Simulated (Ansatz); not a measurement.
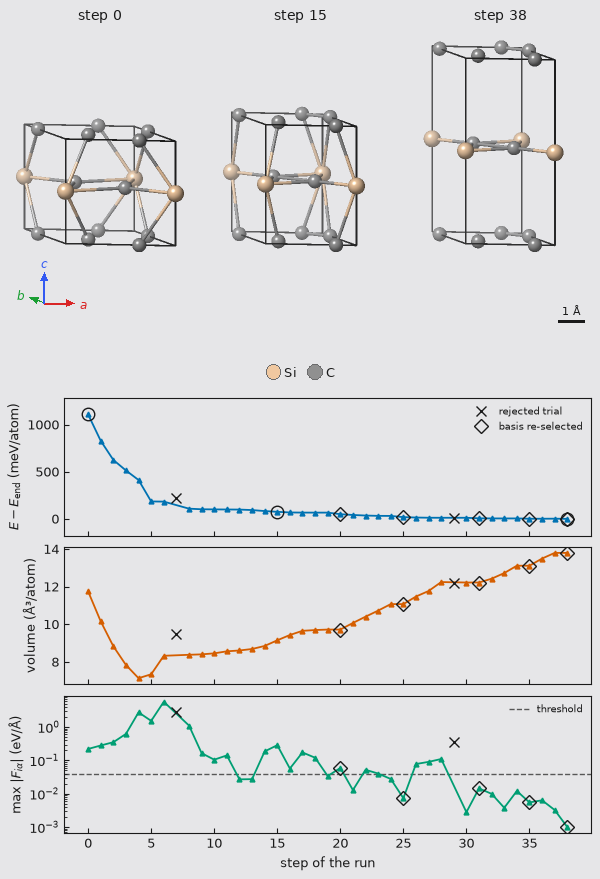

Frames of a relaxation of a crystal of SiC$_{5}$ (a generated structure, set up in P-62m) (coarse preliminary run), marked on the history of the run. Style: ball-and-stick. Shown: the cell of the calculation, slightly off an axis.

All numbers below come from DFT PBE, scalar-relativistic, plane waves, PAW in Ansatz. Settings: plane-wave cutoff 420 eV; k-point mesh 6 × 6 × 4; occupations gaussian; smearing width 0.1 eV; no spin polarisation; cell and atoms relaxed; force threshold 0.04 eV/Å; at most 70 steps.

Describe the path.

Answer. The largest moves relative to the cell, 0.37 Å, are those of C atoms. Si stays in place. Cell: a = b 4.406 → 3.585 Å (−18.6 %), c 4.193 → 7.436 Å (+77.4 %). Volume +17.4 %. Near-neighbour distances that change, for instance: C–Si 2.549 → 3.805 Å, C–C 2.512 → 1.399 Å, C–C 2.544 → 2.070 Å, C–Si 2.544 → 2.070 Å. New bonds form: C–C (2.51 → 1.40 Å). The space group stays P-62m (No. 189). Over 31 accepted moves (38 points after the start) the energy falls by 1109 meV per atom. The largest force component goes from 0.22 to 0.001 eV/Å. Pressure: −29.01 GPa at the start and 0.04 GPa at the end. The line search rejected the trial steps at points 7, 29 of the run. At 5 points the geometry stayed and the basis and grid were re-selected for the new cell (energy shift of 16.6 meV per atom at most each time). The run took 2.5 min on 1 thread of Intel(R) Xeon(R) Processor @ 2.70GHz, on a shared host, peak memory 0.37 GiB. From step 0 to 15: C atoms move most (0.38 Å), volume −22.1 %, energy −1034 meV per atom. From step 15 to 38: volume +50.8 %, energy −74.9 meV per atom.

| step | E − E(0), meV/atom | largest force component, eV/Å | pressure, GPa | volume, Å³/atom | note |
| --- | --- | --- | --- | --- | --- |
| 0 | 0.00 | 0.2207 | -29.01 | 11.747 |  |
| 1 | -280.12 | 0.2805 | -25.91 | 10.154 |  |
| 2 | -482.99 | 0.3519 | -18.86 | 8.832 |  |
| 3 | -594.66 | 0.6244 | -4.81 | 7.836 |  |
| 4 | -695.91 | 2.7559 | 15.09 | 7.135 |  |
| 5 | -923.73 | 1.5335 | 18.97 | 7.343 |  |
| 6 | -925.27 | 5.7261 | 15.81 | 8.325 |  |
| 7 | -885.47 | 2.9189 | -18.62 | 9.503 | rejected |
| 8 | -1000.18 | 1.1102 | -2.45 | 8.379 |  |
| 9 | -1006.68 | 0.1650 | 0.36 | 8.402 |  |
| 10 | -1007.96 | 0.1053 | 1.01 | 8.455 |  |
| 11 | -1009.02 | 0.1415 | 0.59 | 8.563 |  |
| 13 | -1015.10 | 0.0275 | 0.88 | 8.686 |  |
| 14 | -1025.63 | 0.1864 | 2.22 | 8.849 |  |
| 16 | -1040.55 | 0.0571 | 0.60 | 9.431 |  |
| 17 | -1041.89 | 0.1737 | 0.72 | 9.653 |  |
| 19 | -1042.22 | 0.0341 | -0.20 | 9.720 |  |
| 20 | -1058.86 | 0.0594 | 1.07 | 9.720 | same geometry, new basis |
| 22 | -1073.17 | 0.0525 | 0.73 | 10.405 |  |
| 23 | -1076.61 | 0.0404 | 0.58 | 10.728 |  |
| 25 | -1090.05 | 0.0074 | 1.19 | 11.073 | same geometry, new basis |
| 26 | -1094.33 | 0.0780 | 0.69 | 11.476 |  |
| 28 | -1096.86 | 0.1104 | -0.41 | 12.245 |  |
| 29 | -1096.60 | 0.3538 | 0.73 | 12.210 | rejected |
| 31 | -1102.91 | 0.0145 | 0.52 | 12.221 | same geometry, new basis |
| 32 | -1103.69 | 0.0100 | 0.39 | 12.424 |  |
| 34 | -1103.81 | 0.0121 | 0.03 | 13.113 |  |
| 35 | -1107.07 | 0.0055 | 0.12 | 13.113 | same geometry, new basis |
| 37 | -1106.51 | 0.0033 | 0.00 | 13.796 |  |
| 38 | -1108.55 | 0.0010 | 0.04 | 13.796 | same geometry, new basis |

Limits of the set-up: the k-point mesh is coarse for a cell with partly filled bands.
